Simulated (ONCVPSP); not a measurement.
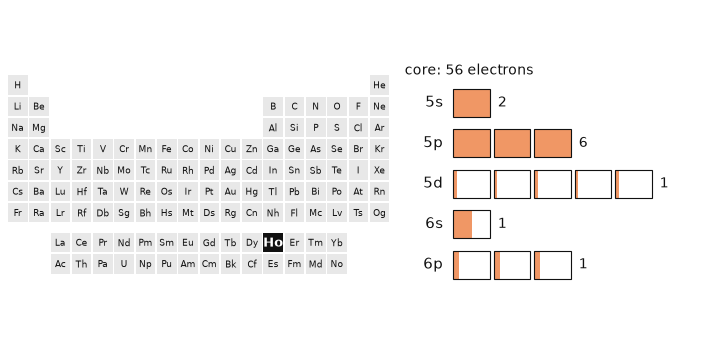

Left, the place of holmium in the periodic table; right, the valence shells of the reference configuration: a box for each of the 2l + 1 orbitals, shaded by the share of the shell that is filled, with the electron count at the right.

Ho: pseudopotential generation

Holmium (Ho, Z = 67), core [Kr] 4d10 4f10, reference valence 5s2 5p6 5d1 6s1 6p1, valence charge 11. Computed at this level: ONCV potential, LDA (Perdew-Wang 92), scalar-relativistic, made with ONCVPSP 4.0.1.

### Input file
```
# ATOM AND REFERENCE CONFIGURATION
# atsym  z   nc   nv     iexc    psfile
  Ho 67.00   10    5  -001012      upf
#
#   n    l    f
    1    0    2.00
    2    0    2.00
    2    1    6.00
    3    0    2.00
    3    1    6.00
    3    2   10.00
    4    0    2.00
    4    1    6.00
    4    2   10.00
    4    3   10.00
    5    0    2.00
    5    1    6.00
    5    2    1.00
    6    0    1.00
    6    1    1.00
#
# PSEUDOPOTENTIAL AND OPTIMIZATION
# lmax
    2
#
#   l,   rc,      ep,       ncon, nbas, qcut
    0    1.84    0.00    5    9    6.70
    1    1.96    0.00    3    7    5.80
    2    2.74    0.00    4    8    5.50
#
# LOCAL POTENTIAL
# lloc, lpopt,  rc(5),   dvloc0
    4    5    1.46    3.00
#
# VANDERBILT-KLEINMAN-BYLANDER PROJECTORs
# l, nproj, debl
    0    2    3.00
    1    2    3.70
    2    3    3.80
#
# MODEL CORE CHARGE
# icmod, fcfact, rcfact
    1    0.60    0.00
#
# LOG DERIVATIVE ANALYSIS
# epsh1, epsh2, depsh
   -4.00    5.00    0.02
#
# OUTPUT GRID
# rlmax, drl
    6.00    0.01
#
# TEST CONFIGURATIONS
# ncnf
    4
# nvcnf
#   n    l    f
    5
    5    0    2.00
    5    1    6.00
    5    2    1.00
    6    0    2.00
    6    1    0.00
#
    5
    5    0    2.00
    5    1    6.00
    5    2    1.00
    6    0    1.00
    6    1    0.00
#
    5
    5    0    2.00
    5    1    6.00
    5    2    1.00
    6    0    0.00
    6    1    0.00
#
    5
    5    0    2.00
    5    1    6.00
    5    2    1.50
    6    0    1.50
    6    1    0.00
#
```

Hardware: 1 CPU thread, shared host.

Launched with:
```bash
oncvpsp.x < Ho.dat > Ho.out
```

### Log (extracts)
```
ONCVPSP  (Optimized Norm-Conservinng Vanderbilt PSeudopotential)
scalar-relativistic version 4.0.1

#   n    l    f        energy (Ha)
    1    0    2.00    -2.0380585E+03
    2    0    2.00    -3.4119943E+02
    2    1    6.00    -3.0242295E+02
    3    0    2.00    -7.6453960E+01
    3    1    6.00    -6.4606104E+01
    3    2   10.00    -4.9543704E+01
    4    0    2.00    -1.5339722E+01
    4    1    6.00    -1.1433908E+01
    4    2   10.00    -6.1570435E+00
    4    3   10.00    -4.0208984E-01
    5    0    2.00    -2.0557278E+00
    5    1    6.00    -1.1255286E+00
    5    2    1.00    -1.2703879E-01
    6    0    1.00    -1.9485557E-01
    6    1    1.00    -7.4032355E-02

Reference configufation results
  iterations    38
  all-electron total energy (Ha)   -1.26079824D+04

Begin loop to  construct optimized pseudo wave functions
and semi-local pseudopoentials for all angular momenta

Calculating optimized projector #   1

 for l=   0

    Fraction of norm inside rc  0.909483
    Optimizing pswf for qcut=   6.69 a_B^-1,  ecut=  22.40 Ha
    Residual kinetic energy error=  3.60D-05 Ha

    Energy error per electron        Cutoff
         Ha          eV             Ha
         0.01000     0.27211       14.14
         0.00100     0.02721       18.07
         0.00010     0.00272       20.84
         0.00001     0.00027       53.26

Calculating optimized projector #   2

 for l=   0

    Fraction of norm inside rc  0.048427
    Optimizing pswf for qcut=   6.69 a_B^-1,  ecut=  22.40 Ha
    Residual kinetic energy error=  1.07D-05 Ha

    Energy error per electron        Cutoff
         Ha          eV             Ha
         0.01000     0.27211       10.82
         0.00100     0.02721       15.76
         0.00010     0.00272       19.40
         0.00001     0.00027       23.30

Calculating optimized projector #   1

 for l=   1

    Fraction of norm inside rc  0.831436
    Optimizing pswf for qcut=   5.79 a_B^-1,  ecut=  16.77 Ha
    Residual kinetic energy error=  8.48D-06 Ha

    Energy error per electron        Cutoff
         Ha          eV             Ha
         0.01000     0.27211        5.97
         0.00100     0.02721        7.60
         0.00010     0.00272       12.66
         0.00001     0.00027       17.12

Calculating optimized projector #   2

 for l=   1

    Fraction of norm inside rc  0.027825
    Optimizing pswf for qcut=   5.79 a_B^-1,  ecut=  16.77 Ha
    Residual kinetic energy error=  2.43D-06 Ha

    Energy error per electron        Cutoff
         Ha          eV             Ha
         0.01000     0.27211        3.99
         0.00100     0.02721        6.06
         0.00010     0.00272        7.93
         0.00001     0.00027       14.67

   Wellstate for l =  2  n =  9
     eigenvalue =   3.6730
     asymptotic potential =   4.1730
     half-point radius =  5.1259

   Wellstate for l =  2  n = 10
     eigenvalue =   7.4730
     asymptotic potential =   7.9730
     half-point radius =  4.3383

Calculating optimized projector #   1

 for l=   2

    Fraction of norm inside rc  0.605855
    Optimizing pswf for qcut=   5.50 a_B^-1,  ecut=  15.14 Ha
    Residual kinetic energy error=  1.71D-07 Ha

    Energy error per electron        Cutoff
         Ha          eV             Ha
         0.01000     0.27211        6.59
         0.00100     0.02721        9.02
         0.00010     0.00272       11.07
         0.00001     0.00027       12.80

Calculating optimized projector #   2

 for l=   2

    Fraction of norm inside rc  0.137225
    Optimizing pswf for qcut=   5.50 a_B^-1,  ecut=  15.14 Ha
    Residual kinetic energy error=  1.08D-05 Ha

    Energy error per electron        Cutoff
         Ha          eV             Ha
         0.01000     0.27211        9.69
         0.00100     0.02721       12.28
         0.00010     0.00272       13.76
         0.00001     0.00027       15.28

Calculating optimized projector #   3

 for l=   2

    Fraction of norm inside rc  0.146041
    Optimizing pswf for qcut=   5.50 a_B^-1,  ecut=  15.14 Ha
    Residual kinetic energy error=  5.32D-04 Ha

    Energy error per electron        Cutoff
         Ha          eV             Ha
         0.01000     0.27211       12.15
         0.00100     0.02721       14.43
         0.00010     0.00272       28.64
         0.00001     0.00027       43.52

Construct Vanderbilt / Kleinmman-Bylander projectors

B matrix Hermiticity error, ll=   0
   1   2    1.8205E-04

  Orthonormal projector coefficients  9.5372E+00  5.3705E-01

B matrix Hermiticity error, ll=   1
   1   2    5.9878E-05

  Orthonormal projector coefficients  3.2180E+00  5.2965E-01

B matrix Hermiticity error, ll=   2
   1   2   -1.2783E-04
   1   3    3.8696E-04
   2   3    2.0474E-04

  Orthonormal projector coefficients  2.2669E+00 -1.6792E+00  4.2284E-01

Model core correction analysis
  based on d2Exc/dn_idn_j

d2excae - all-electron derivatives

   -2.385892D-02   -2.123707D-02   -8.429770D-03   -1.866580D-03
   -8.344591D-04
   -2.123704D-02   -2.153547D-02   -1.145297D-02   -2.878301D-03
   -9.079529D-04
   -8.429727D-03   -1.145283D-02   -1.125512D-02   -4.896773D-03
   -1.069565D-03
   -1.866559D-03   -2.878219D-03   -4.897028D-03   -3.352163D-03
   -7.680555D-04
   -8.344769D-04   -9.079712D-04   -1.069733D-03   -7.681700D-04
   -2.030418D-04

d2excps - pseudofunction derivatives with no core correction

   -4.134334D-02   -3.369622D-02   -1.158340D-02   -3.219151D-03
   -1.464405D-03
   -3.369720D-02   -3.038852D-02   -1.413617D-02   -3.973794D-03
   -1.356152D-03
   -1.158373D-02   -1.413613D-02   -1.293438D-02   -5.457788D-03
   -1.219900D-03
   -3.219334D-03   -3.973759D-03   -5.458152D-03   -3.716480D-03
   -8.729243D-04
   -1.464536D-03   -1.356213D-03   -1.220123D-03   -8.730727D-04
   -2.391419D-04

rms 2nd derivative error    5.439729E-03

Polynomial model core charge

d2excps - pseudofunction derivatives with core correction

   -2.446553D-02   -2.139955D-02   -8.794571D-03   -1.922742D-03
   -8.345129D-04
   -2.139956D-02   -2.098286D-02   -1.151015D-02   -2.942463D-03
   -8.917566D-04
   -8.794533D-03   -1.150998D-02   -1.143687D-02   -4.927123D-03
   -1.070146D-03
   -1.922720D-03   -2.942380D-03   -4.927380D-03   -3.357441D-03
   -7.710497D-04
   -8.345293D-04   -8.917727D-04   -1.070315D-03   -7.711642D-04
   -2.026169D-04

rms 2nd derivative error    2.048263E-04

Pseudoatom total energy  -39.468656

Diagnostic tests using Vanderbilt-Kleinman-Bylander pseudopotentials
  1 or more projectors used as specified by nproj input data

   l    rcore       rmatch      e in        delta e   norm test  slope test

   0   1.8463039   1.9023616  -2.0557278   0.0000307   1.0000694   1.0000811
   0   1.8463039   1.9023616  -0.1948556   0.0000072   1.0000943   1.0000398

   1   1.9601215   2.0196350  -1.1255286   0.0000182   1.0001208   1.0001468
   1   1.9601215   2.0196350  -0.0740324   0.0000013   1.0000376   1.0000361

   2   2.7401220   2.8233181  -0.1270388  -0.0000002   1.0000263   1.0000274
   2   2.7401220   2.8233181   3.6729612   0.0000062   1.0001394   1.0001394
   2   2.7401220   2.8233181   7.4729612   0.0000558   1.0002924   1.0002924

 Testing for bound ghosts
   n   l    E NL Schr. Eq   E Basis Diag.   E Cutoff

   1   0       -2.055697       -2.055696    102.76
   2   0       -0.194848       -0.137199    102.76

   2   1       -1.125510       -1.125513     58.10
   3   1       -0.074031        0.038886     58.10

   3   2       -0.127039       -0.125678     58.99

 Testing for highly-localized positive-energy ghosts
       l    <radius>/rc     E Basis Diag.   E Cutoff

       0        0.587655        9.502964    102.76  WARNING - GHOST(+)

Test configuration 0

   n   l     f        eae           eps        diff
   1   0  2.0000-2038.05845291
   2   0  2.0000 -341.19943030
   2   1  6.0000 -302.42294876
   3   0  2.0000  -76.45396045
   3   1  6.0000  -64.60610357
   3   2 10.0000  -49.54370368
   4   0  2.0000  -15.33972206
   4   1  6.0000  -11.43390825
   4   2 10.0000   -6.15704349
   4   3 10.0000   -0.40208984
   5   0  2.0000   -2.05572785   -2.05569716    3.07D-05
   5   1  6.0000   -1.12552859   -1.12551039    1.82D-05
   5   2  1.0000   -0.12703879   -0.12703897   -1.82D-07
   6   0  1.0000   -0.19485557   -0.19484842    7.15D-06
   6   1  1.0000   -0.07403236   -0.07403105    1.31D-06

    Total energies and differences
      AE_ref= -1.26079824D+04  AE_tst= -1.26079824D+04  dif=  0.00D+00
      PS_ref= -3.94686558D+01  PS_tst= -3.94686558D+01  dif= -2.13D-14
      PSP excitation error=  2.13D-14

Test configuration 1

   n   l     f        eae           eps        diff
   1   0  2.0000-2038.00704754
   2   0  2.0000 -341.14853075
   2   1  6.0000 -302.37205207
   3   0  2.0000  -76.40321040
   3   1  6.0000  -64.55535546
   3   2 10.0000  -49.49295312
   4   0  2.0000  -15.28880162
   4   1  6.0000  -11.38295880
   4   2 10.0000   -6.10607038
   4   3 10.0000   -0.35115971
   5   0  2.0000   -2.00446667   -2.00350715    9.60D-04
   5   1  6.0000   -1.07483609   -1.07410884    7.27D-04
   5   2  1.0000   -0.08691653   -0.08672341    1.93D-04
   6   0  2.0000   -0.16469461   -0.16463087    6.37D-05

    Total energies and differences
      AE_ref= -1.26079824D+04  AE_tst= -1.26080994D+04  dif= -1.17D-01
      PS_ref= -3.94686558D+01  PS_tst= -3.95856863D+01  dif= -1.17D-01
      PSP excitation error= -1.37D-05

Test configuration 2

   n   l     f        eae           eps        diff
   1   0  2.0000-2038.25136923
   2   0  2.0000 -341.39163442
   2   1  6.0000 -302.61523305
   3   0  2.0000  -76.64590656
   3   1  6.0000  -64.79806027
   3   2 10.0000  -49.73564820
   4   0  2.0000  -15.53164837
   4   1  6.0000  -11.62584483
   4   2 10.0000   -6.34897252
   4   3 10.0000   -0.59394275
   5   0  2.0000   -2.24749680   -2.24814679   -6.50D-04
   5   1  6.0000   -1.31729747   -1.31781148   -5.14D-04
   5   2  1.0000   -0.31079796   -0.31095815   -1.60D-04
   6   0  1.0000   -0.36524976   -0.36533933   -8.96D-05

    Total energies and differences
      AE_ref= -1.26079824D+04  AE_tst= -1.26078367D+04  dif=  1.46D-01
      PS_ref= -3.94686558D+01  PS_tst= -3.93229229D+01  dif=  1.46D-01
      PSP excitation error= -6.44D-05

Test configuration 3

   n   l     f        eae           eps        diff
   1   0  2.0000-2038.53739701
   2   0  2.0000 -341.67580338
   2   1  6.0000 -302.89953231
   3   0  2.0000  -76.92908063
   3   1  6.0000  -65.08125254
   3   2 10.0000  -50.01887994
   4   0  2.0000  -15.81511796
   4   1  6.0000  -11.90941011
   4   2 10.0000   -6.63261664
   4   3 10.0000   -0.87728709
   5   0  2.0000   -2.53117133   -2.53550171   -4.33D-03
   5   1  6.0000   -1.59909823   -1.60257895   -3.48D-03
   5   2  1.0000   -0.56643366   -0.56798377   -1.55D-03

    Total energies and differences
      AE_ref= -1.26079824D+04  AE_tst= -1.26073636D+04  dif=  6.19D-01
      PS_ref= -3.94686558D+01  PS_tst= -3.88492458D+01  dif=  6.19D-01
      PSP excitation error= -6.29D-04

Test configuration 4

   n   l     f        eae           eps        diff
   1   0  2.0000-2037.98290575
   2   0  2.0000 -341.12311512
   2   1  6.0000 -302.34668071
   3   0  2.0000  -76.37835997
   3   1  6.0000  -64.53049914
   3   2 10.0000  -49.46794542
   4   0  2.0000  -15.26368298
   4   1  6.0000  -11.35773785
   4   2 10.0000   -6.08064508
   4   3 10.0000   -0.32564488
   5   0  2.0000   -1.97829040   -1.97655369    1.74D-03
   5   1  6.0000   -1.05039977   -1.04906798    1.33D-03
   5   2  1.5000   -0.07325477   -0.07289832    3.56D-04
   6   0  1.5000   -0.15735349   -0.15730849    4.50D-05

    Total energies and differences
      AE_ref= -1.26079824D+04  AE_tst= -1.26080589D+04  dif= -7.66D-02
      PS_ref= -3.94686558D+01  PS_tst= -3.95450385D+01  dif= -7.64D-02
      PSP excitation error= -1.79D-04
```

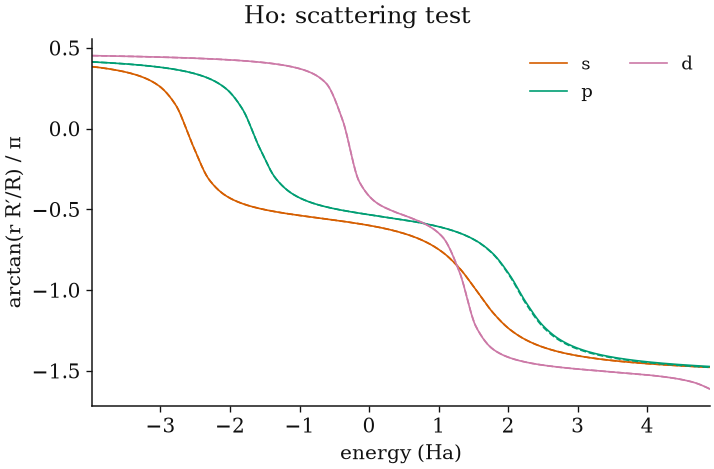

Unwrapped phase arctan(r R′/R) in units of π against energy, all-electron (solid) and pseudo (dashed); the pseudo phase is matched to the all-electron one at the reference energy. Here R(r) is the radial function. Not drawn: f: not judged.

- Ghost states: the plot shows none: the two phases stay within 0.03 rad of each other in all channels drawn. The separate test gives: no bound ghost flagged; GHOST(+) flagged for s at 258.6 eV.
- Range over which the phases agree within 0.05 rad: s: over the whole range drawn; p: over the whole range drawn; d: over the whole range drawn.
- Poles, where the radial function vanishes at the test radius: s: all-electron at -1.5 Ha, pseudo at -1.5 Ha; p: all-electron at -0.5 Ha, pseudo at -0.5 Ha; d: all-electron at 0.3 and 3.3 Ha, pseudo at 0.3 and 3.3 Ha.

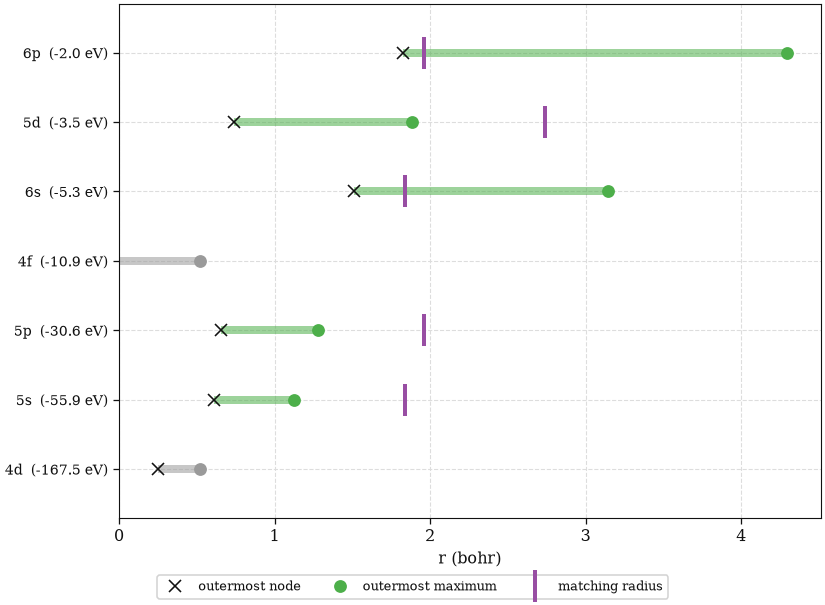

Outer shells of the all-electron reference atom: each bar runs from the outermost node (or the nucleus) to the outermost maximum of u(r); the tick is the radius chosen for the pseudo-wave. Shells without a tick have no pseudo-wave of their own. Levels, nodes and maxima are from ld1.x, scalar-relativistic.

- Radii against the shells: 5s: 1.84 bohr, outside the maximum; 5p: 1.96 bohr, outside the maximum; 6s: 1.84 bohr, between node and maximum; 5d: 2.74 bohr, outside the maximum; 6p: 1.96 bohr, between node and maximum.

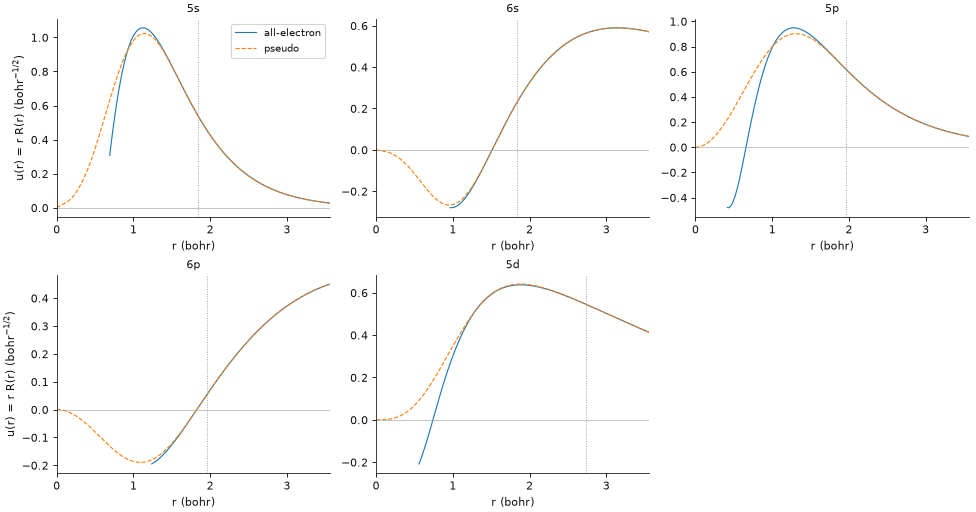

Pseudo-waves (dashed) against the all-electron radial functions (solid). Dotted lines mark the matching radii. The innermost oscillations of some all-electron curves aren't drawn. Pseudo-waves: 5s has no node; 6s has a node at about 1.5 bohr; 5p has no node; 6p has a node at about 1.8 bohr; 5d has no node. A node in 6s and 6p is expected, since a lower shell of the same l is also in the valence and the two must stay orthogonal.

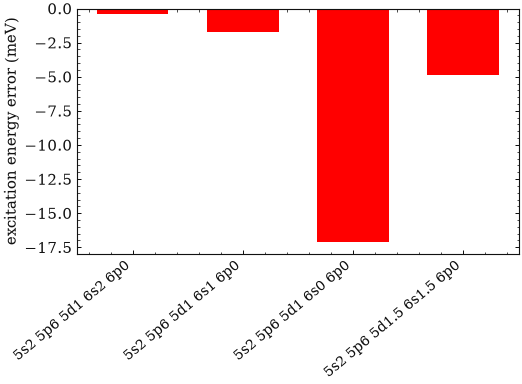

Errors, all-electron minus pseudo, of the energies of valence configurations relative to the unpolarised reference 5s2 5p6 5d1 6s1 6p1.

- Worst configuration: 5s2 5p6 5d1 6s0 6p0 (charge +2): the error is -17 meV on an all-electron energy of +16.84 eV relative to the reference, or 0.1 %.
- Configurations within 10 meV and within 50 meV: 3 and 4 of 4.
- Errors in meV: 5s2 5p6 5d1 6s2 6p0: -0.4; 5s2 5p6 5d1 6s1 6p0: -1.8; 5s2 5p6 5d1 6s0 6p0: -17; 5s2 5p6 5d1.5 6s1.5 6p0: -4.9.

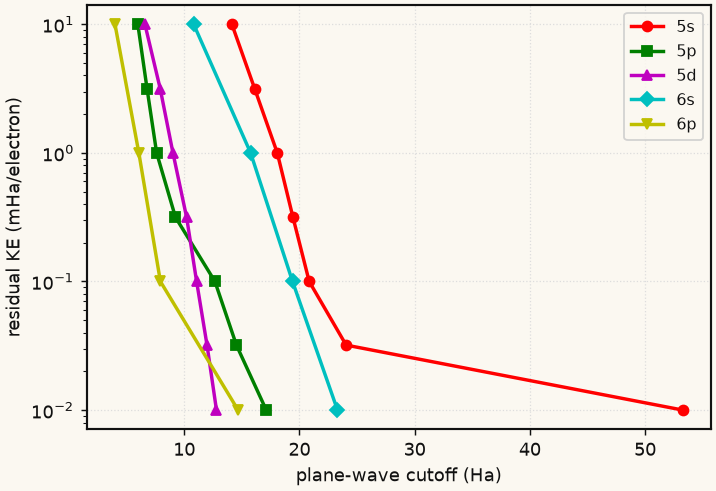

Residual kinetic energy of the pseudo-waves (the first of each channel, and further valence shells) beyond the plane-wave cutoff, as the generator prints it.

- Cutoffs for the occupied states: 18 Ha for 1 mHa and 21 Ha for 0.1 mHa per electron. The first is set by 5s.
- Cutoffs for 1 mHa per electron: 5s: 18 Ha; 6s: 16 Ha; 5d: 9.0 Ha; 5p: 7.6 Ha; 6p: 6.1 Ha.

### Results in brief

- outcome: generated
- cutoffs needed: 18 Ha and 21 Ha (the cutoffs at which the residual kinetic energy of the hardest occupied pseudo-wave falls to 1 and 0.1 mHa per electron)
- ghost test: no bound ghost flagged; GHOST(+) flagged for s at 258.6 eV
- largest excitation error: -17 meV (all-electron minus pseudo) for 5s2 5p6 5d1 6s0 6p0, out of 4 test configurations
- rms error of d²Exc/dni dnj: 5.44 mHa without and 0.20 mHa with the model core
- range over which the phases arctan(r R′/R) at the test radius agree within 0.05 rad (a looser test near the poles than one of phase shifts): s: over the whole range computed; p: over the whole range computed; d: over the whole range computed; f: not judged, local potential alone
- wall time: 5.7 s

### Remarks

The open f shell is frozen into the core, so the potential fits one valence alone and carries no f magnetism.
